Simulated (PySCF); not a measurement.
**[NH4]+ (ammonium) at r2SCAN/STO-3G**

Aim: the vertical singlet–triplet gap of [NH4]+ (ammonium) at r2SCAN/STO-3G, from 2 runs. Input form: a Python script.

The calculation is run with PySCF 2.14.0.

16 further runs of the same task are left out: 4 that didn't finish, 12 set aside as unsound or not needed.

### 1 The structure to begin with

[NH4]+: 5 atoms, total charge +1, spin state singlet. As SMILES, `[NH4+]`. The shape is that of a GFN2-xTB optimisation.

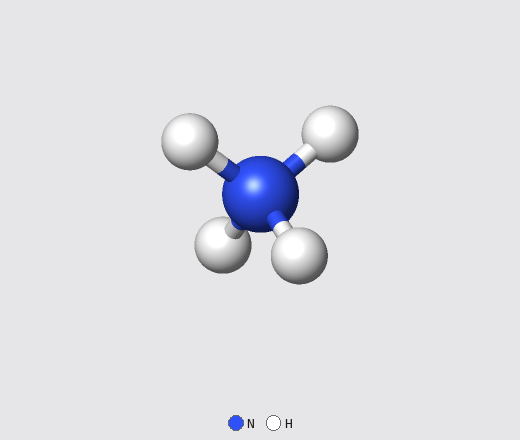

The structure, seen from a chosen angle (nitrogen blue, hydrogen white).

### 2 The energy at r2SCAN/STO-3G

File mol.xyz:

```xyz
5
H4N
N      0.000080     0.000050    -0.000010
H      0.455870    -0.450720     0.805650
H     -0.977900     0.217540     0.236550
H      0.024080    -0.637350    -0.808220
H      0.497880     0.870480    -0.233970
```

File calc.py:

```python
from pyscf import gto, dft

molecule = gto.M(
    atom='mol.xyz',
    basis='sto-3g',
    verbose=4,
    charge=1,
    max_memory=1860,
)

mf = dft.RKS(molecule)
mf.xc = 'r2scan'
mf.grids.level = 5
mf.conv_tol = 1e-10
mf.kernel()
if not mf.converged:
    mf = mf.newton().run(mf.mo_coeff, mf.mo_occ)

energy = mf.e_tot
print(f'total energy: {energy:.8f} hartree')
```

The run is started by

```
$ OMP_NUM_THREADS=1 python calc.py
```

Log:

```text
PySCF version 2.14.0

[INPUT] num. atoms = 5
[INPUT] num. electrons = 10
[INPUT] charge = 1
[INPUT] spin (= nelec alpha-beta = 2S) = 0
[INPUT] symmetry False subgroup None
[INPUT] Mole.unit = angstrom
[INPUT] Symbol           X                Y                Z      unit          X                Y                Z       unit  Magmom
[INPUT]  1 N      0.000080000000   0.000050000000  -0.000010000000 AA    0.000151178090   0.000094486306  -0.000018897261 Bohr   0.0
[INPUT]  2 H      0.455870000000  -0.450720000000   0.805650000000 AA    0.861469448405  -0.851737358864   1.522457852256 Bohr   0.0
[INPUT]  3 H     -0.977900000000   0.217540000000   0.236550000000 AA   -1.847963177212   0.411091021138   0.447014714766 Bohr   0.0
[INPUT]  4 H      0.024080000000  -0.637350000000  -0.808220000000 AA    0.045504605080  -1.204416945492  -1.527314448396 Bohr   0.0
[INPUT]  5 H      0.497880000000   0.870480000000  -0.233970000000 AA    0.940856842898   1.644968796911  -0.442139221364 Bohr   0.0

nuclear repulsion = 16.2800316866987
number of shells = 7
number of NR pGTOs = 27
number of NR cGTOs = 9
basis = sto-3g
ecp = {}

******** <class 'pyscf.dft.rks.RKS'> ********
method = RKS
initial guess = minao
damping factor = 0
level_shift factor = 0
DIIS = <class 'pyscf.scf.diis.CDIIS'>
diis_start_cycle = 1
diis_space = 8
diis_damp = 0
SCF conv_tol = 1e-10
SCF conv_tol_grad = None
SCF max_cycles = 50
direct_scf = True
direct_scf_tol = 1e-13
XC library pyscf.dft.libxc version 7.0.0
    S. Lehtola, C. Steigemann, M. J.T. Oliveira, and M. A.L. Marques.,  SoftwareX 7, 1–5 (2018)
XC functionals = r2scan
    J. W. Furness, A. D. Kaplan, J. Ning, J. P. Perdew, and J. Sun.,  J. Phys. Chem. Lett. 11, 8208-8215 (2020)
    J. W. Furness, A. D. Kaplan, J. Ning, J. P. Perdew, and J. Sun.,  J. Phys. Chem. Lett. 11, 9248-9248 (2020)
    J. W. Furness, A. D. Kaplan, J. Ning, J. P. Perdew, and J. Sun.,  J. Phys. Chem. Lett. 11, 8208-8215 (2020)
    J. W. Furness, A. D. Kaplan, J. Ning, J. P. Perdew, and J. Sun.,  J. Phys. Chem. Lett. 11, 9248-9248 (2020)
radial grids:
    Treutler-Ahlrichs [JCP 102, 346 (1995); DOI:10.1063/1.469408] (M4) radial grids

becke partition: Becke, JCP 88, 2547 (1988); DOI:10.1063/1.454033
pruning grids: <function nwchem_prune>
grids dens level: 5
symmetrized grids: False
atomic radii adjust function: <function treutler_atomic_radii_adjust>
small_rho_cutoff = 0
Set gradient conv threshold to 1e-05
Initial guess from minao.
tot grids = 136280
init E= -56.366802899263
  HOMO = -0.474840158983475  LUMO = 0.268250204258893  gap/eV = 20.22052
cycle= 1 E= -56.1737421254808  delta_E= 0.193  |g|= 0.0366  |ddm|= 2.13
  HOMO = -0.805039597915282  LUMO = -0.0413494206776602  gap/eV = 20.78107
cycle= 2 E= -56.1737255728688  delta_E= 1.66e-05  |g|= 0.0362  |ddm|= 0.0822
  HOMO = -0.79742801325518  LUMO = -0.0360903191166141  gap/eV = 20.71705
cycle= 3 E= -56.1740905052645  delta_E= -0.000365  |g|= 0.000705  |ddm|= 0.0421
  HOMO = -0.797580663462414  LUMO = -0.0362055218573883  gap/eV = 20.71807
cycle= 4 E= -56.1740906432343  delta_E= -1.38e-07  |g|= 1.96e-06  |ddm|= 0.000802
  HOMO = -0.797581231723995  LUMO = -0.0362061623802015  gap/eV = 20.71807
cycle= 5 E= -56.1740906432353  delta_E= -1.07e-12  |g|= 6.94e-08  |ddm|= 2.35e-06
  HOMO = -0.797581230375935  LUMO = -0.0362061622402693  gap/eV = 20.71807
Extra cycle  E= -56.1740906432354  delta_E= -2.84e-14  |g|= 1.53e-08  |ddm|= 1.53e-07
converged SCF energy = -56.1740906432354
total energy: -56.17409064 hartree
```

It took 1.5 s on 1 thread of Arm Neoverse V2, shared host; peak memory 0.16 GiB.

### 3 The triplet at the same level

File input.xyz:

```xyz
5

N      0.000080     0.000050    -0.000010
H      0.455870    -0.450720     0.805650
H     -0.977900     0.217540     0.236550
H      0.024080    -0.637350    -0.808220
H      0.497880     0.870480    -0.233970
```

File run.py:

```python
from pyscf import gto, dft

mol = gto.M(
    atom='input.xyz',
    max_memory=1860,
    verbose=3,
    basis='sto-3g',
    spin=2,
    charge=1,
)

ks = dft.UKS(mol)
ks.xc = 'r2scan'
ks.grids.level = 5
ks.conv_tol = 1e-10
ks.kernel()
if not ks.converged:
    ks = ks.newton().run(ks.mo_coeff, ks.mo_occ)

energy = ks.e_tot
print('E = %.10f Eh' % energy)
```

The run is started by

```
$ OMP_NUM_THREADS=1 python run.py
```

Log:

```text
WARN: HOMO 0.268250204258893 >= LUMO -0.474840158983475

WARN: HOMO -0.157489193730431 >= LUMO -0.798228818324694

WARN: HOMO -0.128653392703943 >= LUMO -0.761368688584591

WARN: HOMO -0.13083816165031 >= LUMO -0.75941601739517

WARN: HOMO -0.131222731033645 >= LUMO -0.758314941825227

WARN: HOMO -0.13159631678289 >= LUMO -0.756333890807759

WARN: HOMO -0.131645375646869 >= LUMO -0.753388089701004

WARN: HOMO -0.131513757501911 >= LUMO -0.752369542369765

WARN: HOMO -0.131741982140652 >= LUMO -0.751341815049439

WARN: HOMO -0.131281743486461 >= LUMO -0.748069675547601

WARN: HOMO -0.130352392967417 >= LUMO -0.745161770458019

WARN: HOMO -0.130740282557558 >= LUMO -0.745946195598291

WARN: HOMO -0.131012107045979 >= LUMO -0.745955069053456

WARN: HOMO -0.130931026881106 >= LUMO -0.746281503480892

WARN: HOMO -0.130961888150241 >= LUMO -0.746193402537207

WARN: HOMO -0.130963833544119 >= LUMO -0.746236918261391

WARN: HOMO -0.130966318549696 >= LUMO -0.746238485624539

WARN: HOMO -0.130966019611395 >= LUMO -0.746237586600982

WARN: HOMO -0.130965879255164 >= LUMO -0.746237360325812

WARN: HOMO -0.130965703457502 >= LUMO -0.746237107007467

WARN: HOMO -0.130966201988931 >= LUMO -0.746237846065613

WARN: HOMO -0.130966115401792 >= LUMO -0.746237746917775

converged SCF energy = -55.4794345929331  <S^2> = 2.0013241  2S+1 = 3.0008826
E = -55.4794345929 Eh
```

Wall time 5.7 s (1 thread of Arm Neoverse V2, shared host); peak memory 0.17 GiB.

### 4 Summary of results

Level: r2SCAN/STO-3G.

```
                                        quantity         value
                           singlet: total energy  -56.17409 Eh
                            singlet: HOMO energy     -21.70 eV
                            singlet: LUMO energy      -0.99 eV
                          singlet: HOMO–LUMO gap      20.72 eV
                           triplet: total energy  -55.47943 Eh
     triplet: HOMO energy (highest over α and β)      -3.56 eV
                                   triplet: ⟨S²⟩         2.001
vertical energy of the triplet above the singlet     18.903 eV
```

What this shows: At this shape the triplet lies 18.90 eV (1824 kJ/mol) above the singlet. In a minimal basis such a difference can be off by several eV, whatever the method.
